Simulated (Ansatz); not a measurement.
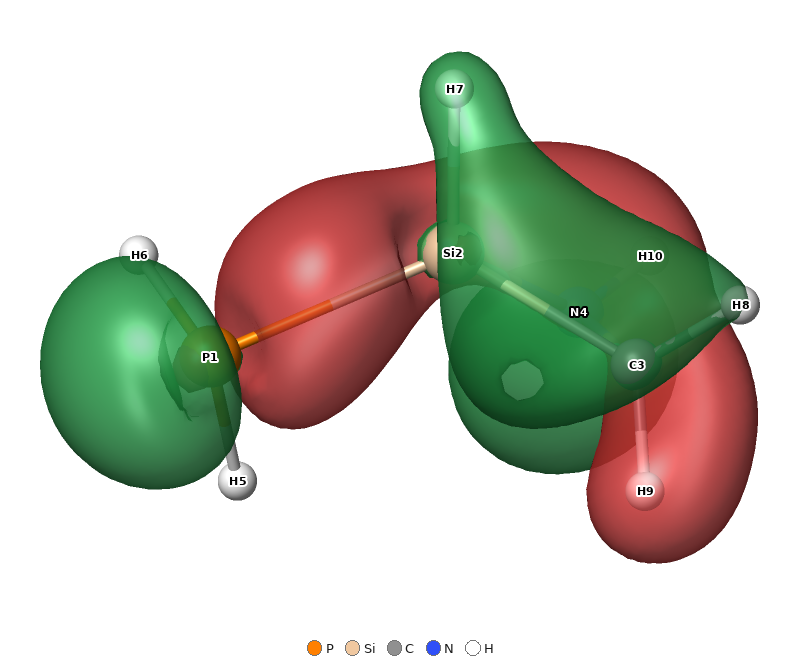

The picture shows: CH$_{6}$NPSi. The HOMO at ±0.1 Å⁻³ᐟ² (green and red are the two phases), seen across its widest extent.

Method: Ansatz, RHF/def2-SVP.

Input

```
crystal:
  periodic: [false, false, false]
  atoms:
    - { symbol: P, position_ang: [-1.8988, 0.9775, -0.1463] }
    - { symbol: Si, position_ang: [0.0203, 0.5796, 0.6634] }
    - { symbol: C, position_ang: [0.6349, -1.1247, 0.4331] }
    - { symbol: "N", position_ang: [0.8845, -0.173, -0.6376] }
    - { symbol: H, position_ang: [-2.292, -0.3097, -0.5254] }
    - { symbol: H, position_ang: [-1.5151, 1.3754, -1.4626] }
    - { symbol: H, position_ang: [0.9597, 1.7057, 0.9878] }
    - { symbol: H, position_ang: [1.5925, -1.372, 1.0004] }
    - { symbol: H, position_ang: [-0.0657, -1.8905, 0.3679] }
    - { symbol: H, position_ang: [1.7628, 0.1806, -0.6776] }
basis:
  gaussian: { orbitals: def2-SVP }
hamiltonian:
  xc: hf
relax:
  f_tol: 0.02
  max_steps: 40
scf:
  lower_state_search: "off"
output:
  orbitals: {}
```

Launched as:

```sh
ansatz run input.yaml --threads 1 --pin off --max-ram 2048MiB --backend cpu --events-out ev --progress --plain --runs-dir out
```

The fields are those of the run's last geometry, not of the input's.

What is the character of this orbital?

Answer. By Hirshfeld shares it lies mainly on N4 (about 35 %), Si2 (about 20 %), P1 (about 20 %) and C3 (about 20 %). Its energy is −9.69 eV.
